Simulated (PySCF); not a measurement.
Run report: C₂H₆GeO₂, excited-state calculation

- system: C₂H₆GeO₂
- method: TDDFT PBE0/def2-SVPD, vertical, gas phase, core orbitals frozen in the response (PySCF 2.14.0)

The geometry comes from this level: GFN2-xTB.

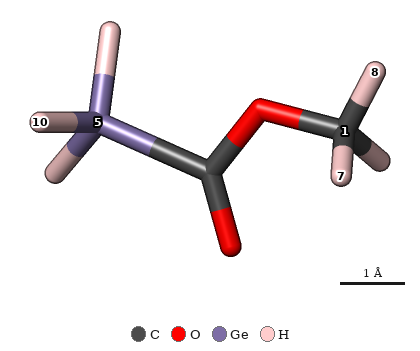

Fig. 1: The structure as given in the input (stick view, seen at a tilt; atoms are numbered from 1 in the order of the input). Sticks mark near contacts. Bond lengths as drawn: C–Ge 1.98 Å, C–H 1.09 Å, C–O 1.20 to 1.43 Å and Ge–H 1.49 Å.

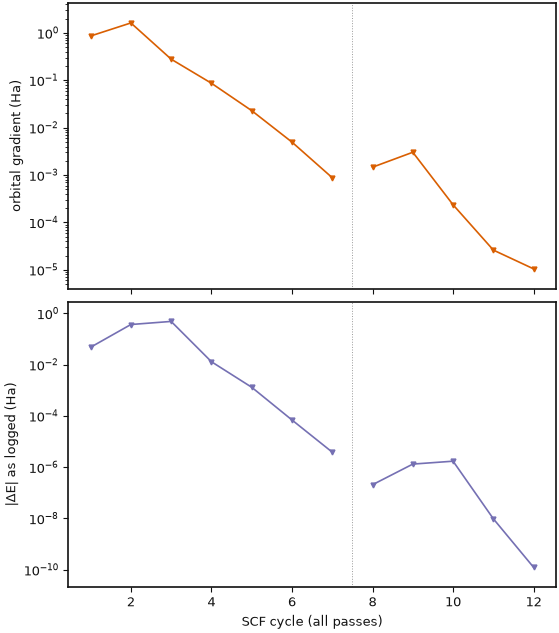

Fig. 2: Convergence of the self-consistent field: orbital gradient and size of the energy change against the SCF cycle. The dotted line marks the change from a coarse to the final integration grid. The first 7 cycles use a coarse grid, the final grid takes over at cycle 8, and the field converges after 12 cycles in all.

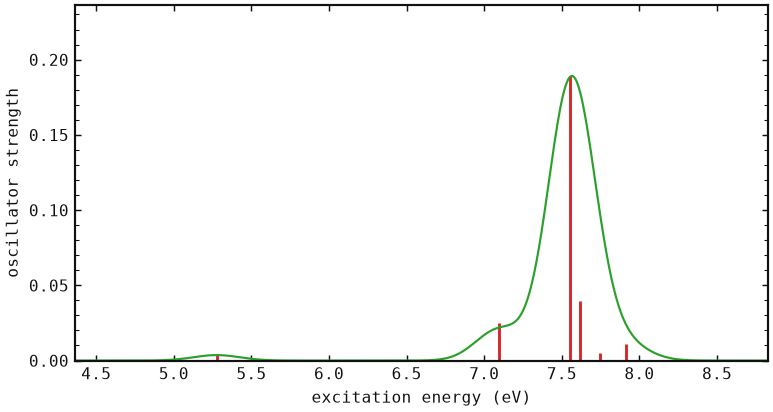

Fig. 3: Computed excitations as sticks (degenerate states added up, dark ones marked on the axis), with a Gaussian envelope of 0.35 eV full width at half maximum, scaled to the tallest. Of the 6 states the lowest lies at 5.28 eV (f = 0.004); the strongest line is at 7.55 eV, or 164 nm (f = 0.189).

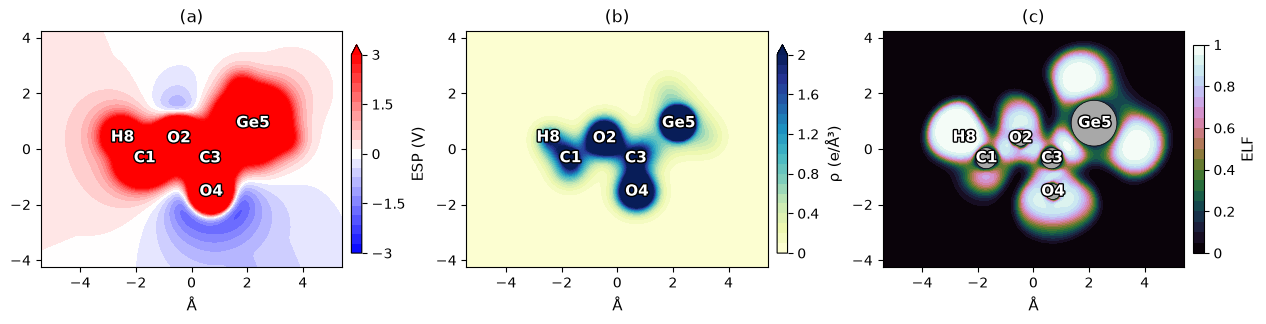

Fig. 4: (a) molecular electrostatic potential; (b) electron density; (c) electron localisation function on the plane of atoms O2, C3 and O4. Grey discs, where drawn, cover atomic cores. C–O (1.20 Å): ρ is about 3.4 e/Å³ halfway; the ELF peaks at about 0.90 between the atoms; a double or triple bond. C–H (1.09 Å): ρ is about 2 e/Å³ halfway; the ELF climbs to about 1 towards the hydrogen, as it does in any bond to H (a covalent bond by its length). C–O (1.33 Å): ρ at the midpoint is about 2.5 e/Å³; the ELF peaks at about 0.90 between the atoms (a polar covalent bond).

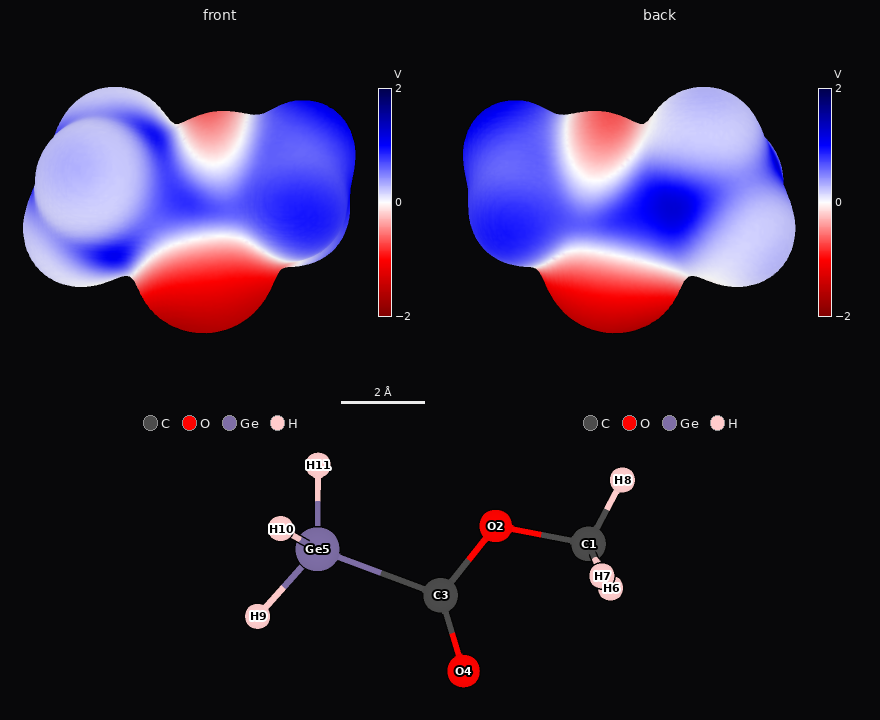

Fig. 5: The electrostatic potential painted on the density surface at 0.002 e/bohr³, seen face on and from behind; red is negative and blue positive. The bare structure is drawn below in the same view.

The input that produced these results follows, with the program's output.

**Input file**
```
{"job": {"kind": "uv", "xc": "PBE0", "basis": "def2-SVPD", "nstates": 6, "ntriplets": 2}, "charge": 0, "multiplicity": 1}
C      2.000325     0.099094     0.332811
O      0.588365     0.031631     0.521343
C     -0.171597     0.036882    -0.570042
O      0.245801     0.099619    -1.692693
Ge    -2.059491    -0.109377     0.009856
H      2.263205     1.023953    -0.183580
H      2.338143    -0.747571    -0.267273
H      2.447273     0.071973     1.323067
H     -2.975906     0.563239    -0.954888
H     -2.460873    -1.545914     0.083945
H     -2.209821     0.479140     1.371491
```

The first line tells a small driver script what to run in PySCF; the rest is the geometry in Å.

Run as:
```bash
OMP_NUM_THREADS=1 python <driver script> task.json out
```

**What the program printed**
```
coarse grid: 42968 points
cycle   1  E = -2306.1927578485  dE =  4.788e-02  |g| = 8.610e-01  |ddm| = 3.993e+00
cycle   2  E = -2305.8235828980  dE =  3.692e-01  |g| = 1.624e+00  |ddm| = 2.410e+00
cycle   3  E = -2306.3108302370  dE = -4.872e-01  |g| = 2.793e-01  |ddm| = 1.836e+00
cycle   4  E = -2306.3238876293  dE = -1.306e-02  |g| = 8.675e-02  |ddm| = 2.954e-01
cycle   5  E = -2306.3252031454  dE = -1.316e-03  |g| = 2.290e-02  |ddm| = 8.425e-02
cycle   6  E = -2306.3252727693  dE = -6.962e-05  |g| = 4.964e-03  |ddm| = 2.482e-02
cycle   7  E = -2306.3252766344  dE = -3.865e-06  |g| = 8.798e-04  |ddm| = 6.747e-03
final grid: 90104 points
cycle   8  E = -2306.3252949594  dE =  2.077e-07  |g| = 1.468e-03  |ddm| = 3.989e-03
cycle   9  E = -2306.3252936350  dE =  1.324e-06  |g| = 3.032e-03  |ddm| = 3.855e-03
cycle  10  E = -2306.3252953532  dE = -1.718e-06  |g| = 2.361e-04  |ddm| = 2.634e-03
cycle  11  E = -2306.3252953630  dE = -9.721e-09  |g| = 2.615e-05  |ddm| = 2.581e-04
cycle  12  E = -2306.3252953631  dE = -1.237e-10  |g| = 1.049e-05  |ddm| = 3.530e-05
converged SCF energy = -2306.3252953631

Static polarisability (au): isotropic 63.594, principal 51.278 61.292 78.210

Singlet excitations
state   eV       nm        f      main configurations
  1   5.2759    235.0   0.00439   H->L 0.97
  2   7.0930    174.8   0.02481   H->L+1 0.93
  3   7.5520    164.2   0.18910   H->L+2 0.80
  4   7.6146    162.8   0.03962   H-1->L 0.70, H->L+4 0.21
  5   7.7465    160.1   0.00494   H-2->L 0.61, H-4->L 0.24, H-3->L 0.11
  6   7.9167    156.6   0.01130   H->L+3 0.86

Triplet excitations (Tamm-Dancoff, eV): 4.5923 5.7959
```

**Key numbers**

| quantity | value |
| --- | --- |
| outcome | converged |
| total energy | −2306.325295 hartree |
| HOMO | −7.84 eV |
| LUMO | −0.51 eV |
| dipole moment | 1.96 D |
| mean polarisability | 63.59 a.u. |
| lowest singlet excitation | 5.28 eV |
| hardware | 1 CPU thread, shared host |
| wall time | 21 s |
| peak memory | 0.67 GiB |

Spin–orbit coupling is left out, which matters for the heavy atoms.
